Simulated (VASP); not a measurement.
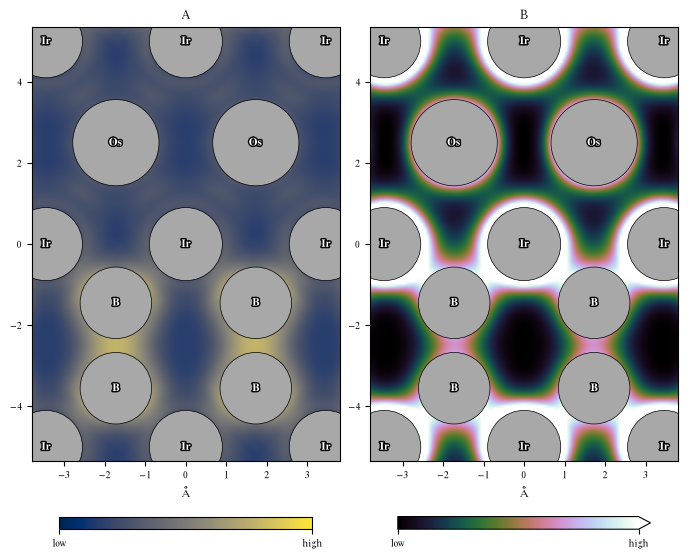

B2Ir2Os: 2 fields on the (100) plane of the conventional cell, with unlabelled colour scales. Grey discs cover the atomic cores.

Space group I4/mmm; a generated structure, not necessarily the stable one; computed pressure about 4 GPa in this cell.

All numbers below come from VASP 6.6.1, Kohn-Sham DFT of a periodic cell, r2SCAN, VASP PAW PBE potentials, recommended.

The panels show electron localisation function and valence pseudo-density in some order. Assign them.

Answer. Panel A: electron localisation function. Panel B: valence pseudo-density. From the grid: B–Ir (2.25 Å): ρ is about 0.65 e/Å³ halfway, with its minimum of 0.58 e/Å³ about 0.9 Å from B; the ELF peaks at about 0.70 in the valence shell of B, 0.8 Å from its nucleus, and is about 0.50 at the midpoint.
